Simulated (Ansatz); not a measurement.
## Ta2NF2 monolayer: a soft mode frozen in

Wanted: the energy along a soft mode of Ta2NF2 monolayer and the structure at the end.

Main program and level: Ansatz 0.2.0; DFT PBEsol, scalar-relativistic, plane waves, PAW.

**1. Set-up**

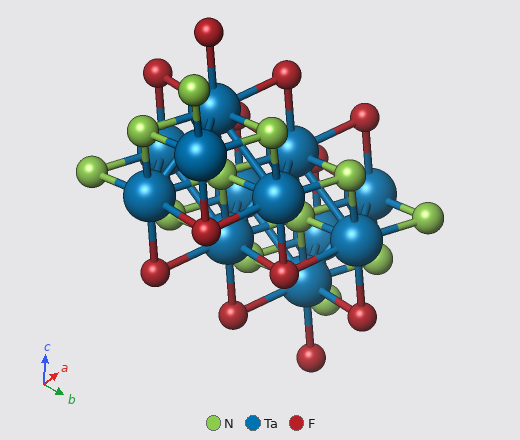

The cell as given, from a free direction (nitrogen green, tantalum blue, fluorine red). 2×3×1 cells are drawn. Some periodic images of atoms are drawn too.

The cell holds 5 atoms: 1 N, 2 Ta and 2 F. Cell: a = 3.255 Å, b = 3.255 Å, c = 33.200 Å, α = 90.0°, β = 90.0°, γ = 120.0°. Vacuum lies along c.

**2. The dispersion**

The cell comes from relaxations at this level that are not shown. Stability and thermal properties need the whole zone. Linear response on a 6×6×1 q mesh gives force constants as far as a supercell of that size would.

input.yaml

```yaml
crystal:
  lattice:
    - [3.2550074214, 0.0, 0.0]
    - [-1.6275037107, 2.8189191164, 0.0]
    - [0.0, 0.0, 33.2]
  atoms:
    - { symbol: "N", position: [0.0, 0.0, 0.3012048193] }
    - { symbol: Ta, position: [0.3333333333, 0.6666666667, 0.3310790105] }
    - { symbol: Ta, position: [0.6666666667, 0.3333333333, 0.2713306281] }
    - { symbol: F, position: [0.6666666667, 0.3333333333, 0.3707335699] }
    - { symbol: F, position: [0.3333333333, 0.6666666667, 0.2316760686] }
  periodic: [true, true, false]
kpoints:
  mp_grid: { grid: [12, 12, 1] }
hamiltonian:
  xc: pbesol
scf:
  occupations: { method: methfessel_paxton, width: 0.15 }
output:
  eigenvalues: true
phonons:
  method: dfpt
  qmesh: [6, 6, 1]
  temperatures: { t_max: 1000, t_step: 50 }
  qpath:
    path:
      - [0.0, 0.0, 0.0]
      - [0.5, 0.0, 0.0]
      - [0.33333333, 0.33333333, 0.0]
      - [0.0, 0.0, 0.0]
    npoints: 10
```

The run is started by

```console
ansatz run input.yaml --threads 8 --pin off --max-ram 14336MiB --backend cpu --events-out ev --progress --plain --runs-dir out
```

Numbers of over 12 decimals in the logs are rounded to 6 here.

The log of the run:

```text
Warning: crystal.symmetry: narrowed to the stabiliser of the run's FFT grids — unitary ops 12 → 6. A phonons.method: dfpt run fills in the rows of the dynamical matrix that it does not solve by its symmetry operations, which is exact only for operations that map its FFT grids onto themselves: filled in by any other, the frequencies could depend on the order in which like atoms are typed, or, by more than the grids' own error, on where the crystal sits among the grids' points. Excluded: 6 operations. The run can therefore solve more perturbations, solve them on more k-points, or both, and cost more. [rest of the remark cut]
Engine: ansatz 0.2.0, aarch64-unknown-linux-gnu
Pseudopotentials: kind: paw
Pseudopotential: N, paw, valence charge 5, recommended cutoff 420 eV (normal), N.paw.azcp
Pseudopotential: Ta, paw, valence charge 13, recommended cutoff 420 eV (normal), Ta.paw.azcp
Pseudopotential: F, paw, valence charge 7, recommended cutoff 420 eV (normal), F.paw.azcp
Functional definition: PBEsol
  exchange = pbesol_x
  correlation = pbesol_c
Crystal: 5 atoms, lattice volume = 304.630 Å³
Basis set: ecut = 420 eV, 6063 PW (Γ), exchange–correlation on 48×48×450 points (8 copies of the dense FFT grid, shifted against one another)
Bands: 28, of which v1, the nominal top of the filled ones, is band 23 counted from 1 (22 counted from 0)
Symmetry: 12 space group operations
k-points: 19 of 144 (irreducible under 6 space group operations, time reversal used)
Non-local potential: N, projectors of the file, l = 0: 2, l = 1: 2, l = 2: 1
Non-local potential: Ta, projectors of the file, l = 0: 3, l = 1: 2, l = 2: 2, l = 3: 1
Non-local potential: F, projectors of the file, l = 0: 2, l = 1: 2, l = 2: 1
PAW form: soft (Blöchl's): semilocal exchange-correlation on the pseudo side does not see the compensation charge
PAW frozen core: N, regenerated for the run's functional, and the local potential with it (the file was generated under x = pbe(κ = 0.804, μ = 0.219515), c = pbe(β = 0.066725))
PAW frozen core: Ta, regenerated for the run's functional, and the local potential with it (the file was generated under x = pbe(κ = 0.804, μ = 0.219515), c = pbe(β = 0.066725))
PAW frozen core: F, regenerated for the run's functional, and the local potential with it (the file was generated under x = pbe(κ = 0.804, μ = 0.219515), c = pbe(β = 0.066725))
PAW one-centre angular grid: N, 110 points (default); XC on 64 Gauss nodes
PAW one-centre angular grid: Ta, 590 points (default); XC on 64 Gauss nodes
PAW one-centre angular grid: F, 110 points (default); XC on 64 Gauss nodes
Initial density: superposition of atomic densities (neutral atoms: chi_scale 0, normalization atom), corrected by the library's trained network
Initial wavefunctions: pseudopotential atomic-orbital guess
Functional: x = pbesol(κ = 0.804, μ = 0.123457), c = pbesol(β = 0.046)
SCF iter   1: F=—  HF=-21594.792148 eV  |F-HF|=—  |Δ(HF+E_count)|=         —  Δρ=7.76e-3  dr2=1.91e-1  ethr=1.77e-3  ⟨swp⟩=11.6  Hψ=3932  notcnv=0
preconditioner: auto → LDOS  [insulator: Δε(μ)=0.173 eV  Ē_g=9.259 eV  σ=0.150 eV  W_gap=0.65  n_scr=20 (ndim 8)  ℏωp=10.6 eV  f_vac=0.784  D(μ)=1.44/eV (n_scr^D=8)  ε∞_Penn≈2.3  β→1.0]
SCF iter   2: F=—  HF=-21594.769799 eV  |F-HF|=—  |Δ(HF+E_count)|=   2.23e-2  S|Δr|=    0.00e0  Δρ=6.29e-3  dr2=8.41e-2  ethr=4.24e-4  ⟨swp⟩=2.9  Hψ=1225  notcnv=0  defer=13
SCF iter   3: F=—  HF=-21594.750275 eV  |F-HF|=—  |Δ(HF+E_count)|=   1.95e-2  S|Δr|=    0.00e0  Δρ=1.47e-3  dr2=3.79e-3  ethr=1.87e-4  ⟨swp⟩=2.8  Hψ=1080  notcnv=0  defer=13
SCF iter   4: F=—  HF=-21594.749465 eV  |F-HF|=—  |Δ(HF+E_count)|=   8.10e-4  S|Δr|=    0.00e0  Δρ=1.52e-4  dr2=7.42e-5  ethr=8.43e-6  ⟨swp⟩=3.9  Hψ=1375  notcnv=0  defer=13
SCF iter   5: F=—  HF=-21594.749485 eV  |F-HF|=—  |Δ(HF+E_count)|=   2.02e-5  S|Δr|=    0.00e0  Δρ=4.42e-5  dr2=5.13e-6  ethr=1.65e-7  ⟨swp⟩=3.5  Hψ=1247  notcnv=0  defer=13
SCF iter   6: F=—  HF=-21594.749487 eV  |F-HF|=—  |Δ(HF+E_count)|=   1.81e-6  S|Δr|=    0.00e0  Δρ=1.02e-5  dr2=1.92e-7  ethr=1.14e-8  ⟨swp⟩=3.7  Hψ=1228  notcnv=0  defer=13
SCF iter   7: F=—  HF=-21594.749311 eV  |F-HF|=—  |Δ(HF+E_count)|=   1.76e-4  S|Δr|=    0.00e0  Δρ=2.57e-6  dr2=1.36e-8  ethr=4.27e-10  ⟨swp⟩=3.2  Hψ=1168  notcnv=0  defer=13
SCF iter   8: F=—  HF=-21594.749311 eV  |F-HF|=—  |Δ(HF+E_count)|=   7.17e-8  S|Δr|=    0.00e0  Δρ=4.75e-7  dr2=5.56e-10  ethr=3.03e-11  ⟨swp⟩=3.5  Hψ=1240  notcnv=0  defer=13
SCF iter   9: F=—  HF=-21594.749311 eV  |F-HF|=—  |Δ(HF+E_count)|=   4.49e-9  S|Δr|=    0.00e0  Δρ=1.20e-7  dr2=3.47e-11  ethr=1.24e-12  ⟨swp⟩=3.7  Hψ=1334  notcnv=0  defer=13
SCF iter  10: F=-21594.749311 eV  HF=-21594.749311 eV  |F-HF|=1.06e-10  |Δ(HF+E_count)|=  2.11e-10  S|Δr|=    0.00e0  Δρ=2.77e-8  dr2=1.11e-12  ethr=1.00e-12  ⟨swp⟩=20.7  Hψ=4599  notcnv=0
SCF 1 converged in 10 iterations: F = -21594.749311 eV  dr2 = 1.11e-12
  greatest PAW one-centre occupation: 1.000 electrons in one spin orbital (limit 2), on the Ta atom at site 2 (counted from 0), in its partial waves of l = 0
phonons: the bands overlap, so this run is a metal and interpolates without the dipole-dipole term. If the crystal is really an insulator or semiconductor, its LO-TO splitting is missing
NSCF: frozen V_eff on 19 k-points
WARN: eigensolver did not converge (k=1): 1 band(s) unlocked after 2 eigensolves, warm-restarted (20 sweeps on the last) at ethr=1.73e-12 eV (storage-precision floor; scheduled 1.00e-12 eV) (lowest unlocked band 27, counted from 0; max residual 5.81e-5 eV among the unlocked bands, 5.81e-5 eV over every band; other slots of this pass that fall short are told together in one closing line; warning suppressed until the next SCF loop or pass starts)
WARN: eigensolver did not converge in 4 slots of this pass, the one above among them; of largest residual over every band (k=3): 1 band(s) unlocked (lowest unlocked band 27, counted from 0; max residual 2.22e-4 eV among the unlocked bands, 2.22e-4 eV over every band); of lowest unlocked band (k=1): band 27
NSCF: frozen V_eff on 43 k-points
DFPT response loops at q = (0, 0, 0) (fractional): preconditioner auto → none (partly filled bands, converged f_vac=0.786); β = 0.50; Broyden in place of MSR1
NSCF: frozen V_eff on 156 k-points
DFPT response loops at q = (0, 0.166667, 0) (fractional): mixed as the last ones told, above
NSCF: frozen V_eff on 156 k-points
DFPT response loops at q = (0, 0.333333, 0) (fractional): mixed as the last ones told, above
NSCF: frozen V_eff on 86 k-points
DFPT response loops at q = (0, -0.5, 0) (fractional): mixed as the last ones told, above
NSCF: frozen V_eff on 288 k-points
DFPT response loops at q = (0.166667, 0.166667, 0) (fractional): mixed as the last ones told, above
NSCF: frozen V_eff on 288 k-points
DFPT response loops at q = (0.166667, 0.333333, 0) (fractional): mixed as the last ones told, above
NSCF: frozen V_eff on 156 k-points
DFPT response loops at q = (0.333333, 0.333333, 0) (fractional): mixed as the last ones told, above
SCF converged after 10 iterations
Stability not checked: this state was not tested for a lower state beside it, because cold or Methfessel-Paxton smearing, or corrected tetrahedra, fill the levels in a way that the test cannot read (fill_not_monotonic; see scf.lower_state_search)
Free energy (F): -21594.749311 eV
Harris-Foulkes:  -21594.749311 eV  (|F-HF|=1.06e-10)
Internal energy: -21594.750456 eV  (E = F + TS)
E sigma→0 (E₀):  -21594.749598 eV
Entropy (-TS):   0.001145 eV (0.229 meV/atom)
Fermi energy:    -3.439903 eV
--- Per-component energies (eV) ---
  E_band       = -1157.237572
  E_kinetic    = 1283.772652
  E_local      = -132363.116112  (includes V_loc(G=0)·N_el)
  E_nonlocal   = 229.715012
  E_hartree    = 65381.636408
  E_xc         = -652.057574
  E_vxc        = -688.166571  (∫ρ·V_xc dr)
  E_paw        = -17056.092368  (= ΣΔE_a)
  E_vpaw       = -382.719819  (= ΣTr[D̂ρ^β])
  E_aug_tail   = 0.004446  (compensation charges beyond the density's cutoff)
  E_ewald      = 61580.846803
  E_core_change = 0.540277  (= ΣΔE_core)
  E_smearing   = 0.001145  (= −TS)
  E_closure    = 0.000000  (closes the sum)
  Σ components = -21594.749311   (vs F -21594.749311, Δ=0.00e0)
--- Band table (eV; the first three rows and the last of 19) ---
  k-point 0: bands = [... 19 lower, -10.0516, -5.9646, -5.9646, -4.1415, -3.6194, -2.4009, -1.8686, -1.8686, ... 1 higher]
  k-point 1: bands = [... 19 lower, -10.0191, -6.1423, -5.8193, -3.9687, -3.2699, -2.6004, -2.3293, -1.8814, ... 1 higher]
  k-point 2: bands = [... 19 lower, -9.9984, -6.4958, -5.4116, -3.8626, -2.7952, -2.6275, -2.3589, -1.8292, ... 1 higher]
  k-point 18: bands = [... 19 lower, -10.1833, -5.1518, -5.1518, -5.0687, -1.3846, -1.3846, -1.1439, -0.1182, ... 1 higher]
--- Phonons (Γ-DFPT): 10 representative perturbations + reference (Σ response iterations 47) ---
  ASR residual: 4.888e-5 → 0.000e0 eV/Å²; symmetrization residual: 6.546e-6 eV/Å²
  The last average, over the group as it would stand without the narrowing to the FFT grids, took up to 6.900e-6 eV/Å² of the zone centre's force constants
  ASR residual per site (eV/Å²): 2.09e-5 4.89e-5 3.53e-5 1.21e-5 1.21e-5
  Γ frequencies (cm⁻¹): 0.00 0.00 0.00 122.42 122.42 192.90 192.90 212.17 212.17 235.06 350.83 373.72 437.30 648.44 648.44
--- Phonons (arbitrary-q DFPT): 7 irreducible q on the 6×6×1 mesh ---
  q = [0.0000, 0.0000, 0.0000] (star 1, of the zone-centre solve; hermiticity 4.46e-7, symmetrization 4.65e-14, taken by the last average 2.35e-7): -0.00 0.00 0.00 122.42 122.42 192.90 192.90 212.17 212.17 235.06 350.83 373.72 437.30 648.44 648.44
  q = [0.0000, 0.1667, 0.0000] (star 6, 15 solved perturbations on 78 of 144 k-point pairs; hermiticity 4.72e-7, symmetrization 5.51e-11, taken by the last average 3.14e-7): -65.47 -24.10 36.41 101.08 112.30 194.47 197.66 209.00 210.42 217.46 342.53 343.97 415.65 637.76 646.05
  q = [0.0000, 0.3333, 0.0000] (star 6, 15 solved perturbations on 78 of 144 k-point pairs; hermiticity 5.18e-7, symmetrization 7.60e-11, taken by the last average 3.47e-7): -93.90 18.57 101.47 114.79 124.34 177.60 196.09 203.29 206.69 210.25 319.01 336.60 419.41 648.78 655.37
  q = [0.0000, -0.5000, 0.0000] (star 3, 15 solved perturbations on 43 of 144 k-point pairs; hermiticity 4.59e-7, symmetrization 5.45e-11, taken by the last average 2.97e-7): -148.48 7.35 111.24 131.68 144.25 170.95 189.51 192.25 197.71 203.36 306.45 330.99 435.47 631.46 646.80
  q = [0.1667, 0.1667, 0.0000] (star 6, 10 solved perturbations in 1110 linear systems a pass and spin channel, the states on 144 of 144 k-point pairs; hermiticity 3.35e-7, symmetrization 8.14e-11, taken by the last average 4.57e-7): -77.64 -55.93 92.97 96.06 127.78 183.11 195.66 198.61 207.22 214.63 324.65 338.03 408.66 648.19 650.76
  q = [0.1667, 0.3333, 0.0000] (star 12, 15 solved perturbations on 144 of 144 k-point pairs: no pair is spared here; hermiticity 2.67e-7, symmetrization 0.00e0, taken by the last average 3.51e-7): -126.26 -80.55 82.76 126.74 153.32 177.52 186.26 189.49 196.04 206.06 312.38 328.65 421.38 641.70 651.34
  q = [0.3333, 0.3333, 0.0000] (star 2, 10 solved perturbations in 545 linear systems a pass and spin channel, the states on 78 of 144 k-point pairs; hermiticity 2.64e-7, symmetrization 2.77e-7, taken by the last average 3.59e-7): -132.39 -65.54 -65.54 147.94 147.94 165.10 182.53 193.11 193.11 200.95 321.25 321.25 419.55 650.68 650.68
  sum rule: each row above includes the acoustic sum rule's correction from the zone centre's row sums; it moved no ω² by more than (0.64 cm⁻¹)²
  mesh force constants: q→R imaginary residual 2.85e-18; ASR residual 4.888e-5 → 0.000e0 eV/Å²; symmetrization residual 1.776e-14 eV/Å²
  interpolated dispersion: 31 rows × 15 modes
  density of states and harmonic sums: on the 24×24×1 q-mesh, interpolated from the force constants of a 6×6×1 supercell (no non-analytic term)
  largest difference from the sums on the solved wave vectors: F 2.13e-2 eV, S 2.76e-5 and C_V 6.28e-6 eV/K
  zero-point energy: 0.228251 eV/cell   skipped modes (ω ≤ 0): 116, of them read as no rigid motion or as one in doubt: 113 (1.901e0 modes/cell left out, lowest -148.48 cm⁻¹)   left out of the sums: 1.27e-1 of the cell's modes: C_V's classical limit lies that fraction below 3 k_B per atom; for a crystal, a wire or a layer, F and S can be off by more, and a phonons.interpolated_qmesh denser along its periods is the remedy for the sampling
```

Wall time 13 min (8 threads of Arm Neoverse V2, shared host); peak memory 3 GiB; 1.7 h of CPU time.

The column dr2 measures how far the density is from self-consistency, as an energy; F and HF (Harris–Foulkes) agree once it is small.

This step gave:

```
gap on the k-mesh                                       : 0 eV
sum-rule residual before enforcement                    : 4.89e-5 eV/Å²
lowest frequency on the path                            : -148.5 cm⁻¹
point group                                             : -3m
highest frequency on the path or at a solved wavevector : 655.4 cm⁻¹
area per atom                                           : 1.835 Å²
highest optical mode at the zone centre (no LO-TO term) : 648.4 cm⁻¹
lowest optical zone-centre mode                         : 122.4 cm⁻¹
lowest mode on the q mesh (acoustic modes at Γ apart)   : -148.5 cm⁻¹
```

Frequencies (cm⁻¹) solved at each irreducible wavevector; negative means imaginary. Frequencies by wavevector, by row:

```csv
q in reciprocal lattice units,star,mode 1,mode 2,mode 3,mode 4,mode 13,mode 14,mode 15
0 0 0,1,0,0,0,122.4,437.3,648.4,648.4
0 0.1667 0,6,-65.5,-24.1,36.4,101.1,415.6,637.8,646
0 0.3333 0,6,-93.9,18.6,101.5,114.8,419.4,648.8,655.4
0 -0.5 0,3,-148.5,7.3,111.2,131.7,435.5,631.5,646.8
0.1667 0.1667 0,6,-77.6,-55.9,93,96.1,408.7,648.2,650.8
0.1667 0.3333 0,12,-126.3,-80.5,82.8,126.7,421.4,641.7,651.3
0.3333 0.3333 0,2,-132.4,-65.5,-65.5,147.9,419.6,650.7,650.7
```

Interpolated from a 6×6×1 q mesh. The phonon branches at the labelled points (cm⁻¹):

```csv
point,branch 1,branch 2,branch 3,branch 4,branch 12,branch 13,branch 14,branch 15
Γ,0,0,0,122,374,437,648,648
M,-148,7,111,132,331,436,632,647
K,-132,-66,-66,148,321,420,651,651
Γ,0,0,0,122,374,437,648,648
```

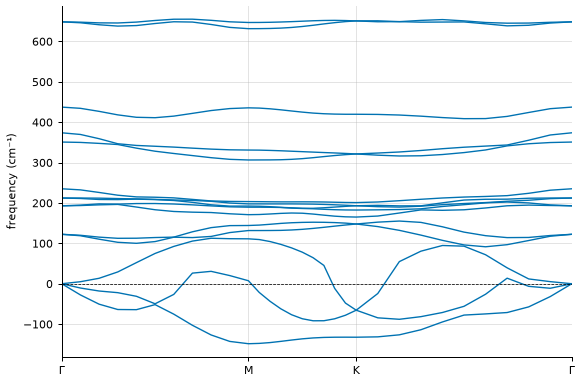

Phonon branches along the path.

Symmetry leaves 7 wavevectors to solve. The lowest mode among them, the acoustic zeros apart, lies at q = (0, -0.5, 0) and is imaginary, 148.5i cm⁻¹, so the energy falls along it.

**3. The mode frozen in, largest atomic shift 0 Å**

The mode followed lies at q = (0.333, 0.333, 0) with frequency 132.4i cm⁻¹, one of the unstable modes though not the softest. At small amplitude the distorted cell has space group no. 147 by a symmetry search on the positions. The undistorted cell that holds it gives the zero of energy on the same k mesh.

System of this step: Ta2NF2 monolayer. The cell holds 15 atoms: 3 N, 6 Ta and 6 F. Its edges and angles: a = 5.638 Å, b = 5.638 Å, c = 33.200 Å, α = 90.0°, β = 90.0°, γ = 60.0°. It derives from Ta2NF2. Vacuum lies along c.

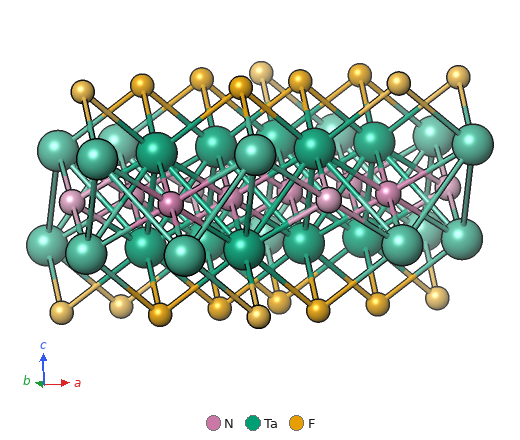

The cell of this step (nitrogen pink, tantalum teal, fluorine orange). Some periodic images of atoms are drawn too.

input.yaml

```yaml
crystal:
  lattice:
    - [4.882511132, 2.8189191165, 0.0]
    - [0.0, 5.6378382328, 0.0]
    - [0.0, 0.0, 33.2]
  atoms:
    - { symbol: "N", position: [0.0, 0.0, 0.3012048193] }
    - { symbol: "N", position: [0.3333333333, 0.3333333333, 0.3012048193] }
    - { symbol: "N", position: [0.6666666667, 0.6666666667, 0.3012048193] }
    - { symbol: Ta, position: [1.0, 0.3333333333, 0.3310790105] }
    - { symbol: Ta, position: [0.3333333333, 0.6666666667, 0.3310790105] }
    - { symbol: Ta, position: [0.6666666667, 1.0, 0.3310790105] }
    - { symbol: Ta, position: [0.3333333333, 1.0, 0.2713306281] }
    - { symbol: Ta, position: [0.6666666667, 0.3333333333, 0.2713306281] }
    - { symbol: Ta, position: [1.0, 0.6666666667, 0.2713306281] }
    - { symbol: F, position: [0.3333333333, 1.0, 0.3707335699] }
    - { symbol: F, position: [0.6666666667, 0.3333333333, 0.3707335699] }
    - { symbol: F, position: [1.0, 0.6666666667, 0.3707335699] }
    - { symbol: F, position: [1.0, 0.3333333333, 0.2316760686] }
    - { symbol: F, position: [0.3333333333, 0.6666666667, 0.2316760686] }
    - { symbol: F, position: [0.6666666667, 1.0, 0.2316760686] }
  periodic: [true, true, false]
kpoints:
  mp_grid: { grid: [9, 9, 1] }
hamiltonian:
  xc: pbesol
scf:
  occupations: { method: methfessel_paxton, width: 0.15 }
output:
  forces: true
  stress: true
  eigenvalues: true
```

The log of the run:

```text
[...]
Crystal: 15 atoms, lattice volume = 913.890 Å³
Basis set: ecut = 420 eV, 17871 PW (Γ), exchange–correlation on 80×80×450 points (8 copies of the dense FFT grid, shifted against one another)
Bands: 83, of which v1, the nominal top of the filled ones, is band 68 counted from 1 (67 counted from 0)
Symmetry: 36 space group operations
[...]
k-points: 12 of 81
[...]
k-point 1: bands = [... 64 lower, -5.3748, -4.7618, -4.6135, -4.2940, -4.0507, -3.4225, -2.5564, -2.2309, ... 11 higher]
  k-point 2: bands = [... 64 lower, -5.5328, -4.3206, -4.0346, -3.8418, -3.4946, -2.9604, -2.7091, -2.5444, ... 11 higher]
  k-point 11: bands = [... 64 lower, -4.1278, -4.1278, -3.9368, -3.9368, -3.9368, -2.4402, -2.4402, -2.4402, ... 11 higher]
  ° read free of the cell's end (the report's vacuum.weakly_bound_levels)
[key lines of the parts left out:]
SCF converged after 7 iterations
Free energy (F): -64784.220476 eV
Fermi energy:    -3.441749 eV
P = ½ c Tr σ = 0.1506 N/m
```

Wall time 7.2 s (8 threads); peak memory 3.3 GiB; 54 s of CPU time.

This run has no spin polarisation although its electron count is odd.

This step gave:

* energy from the undistorted cell: 0 meV/atom

[end of part 1 of 3]

[Logs are printed without paths, hosts, clocks, repeated set-up lines and the standing remarks that a program may print on its own settings, such as how far it seeks lower states.]

[Hosts, paths, dates, database ids (printed as entryN), source tags and the programs' standing remarks are cut or masked in the printed files.]
